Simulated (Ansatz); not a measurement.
Electronic density of states of amorphous Si24O51Mo, density 2.19 g/cm³, on a 2×2×2 Γ-centred mesh with a Gaussian width of 0.1 eV; energies count from the Fermi level, whose place inside the gap is arbitrary. Cell and mesh are small, so fine structure isn't converged. Method: PBE, scalar-relativistic without spin-orbit coupling (plane waves to 420 eV, PAW; Ansatz, a program for electronic structure). Sampling: a 2×2×2 Γ-centred mesh; Fermi-Dirac width 0.02 eV; no spin polarisation. At PBE the levels at both edges of the gap are localised (band-tail or defect states), and the nearest spread-out levels lie 5.3 eV apart at the zone centre.

It comes from a melt-quench run on a machine-learned potential (CHGNet), relaxed afterwards by DFT. O atoms were pushed apart under 1.9 Å during the dynamics, to hinder bonds among them. The hot cell started wider than the set density and was brought back towards it in steps. It is the lowest in DFT energy of 2 quenches. It is a model cell: composition and starting density were chosen by hand, and all elements were melted together. No dispersion term was used. Its density started from a set value of 2.30 and ended at 2.19 g/cm³. The quench (nominally 320 K/ps over its main leg) was far faster than any real one, so the model tends to hold more defects than a real film. A cell of this size samples the disorder only roughly. Volume and shape were free in the relaxation.

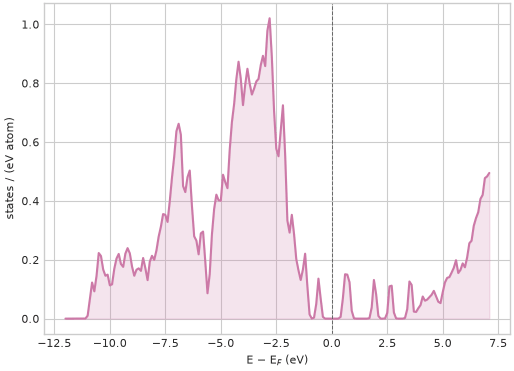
Density of states per atom

The gap between localised states on this mesh is 1.17 eV; the broadening fills part of it in the curve.
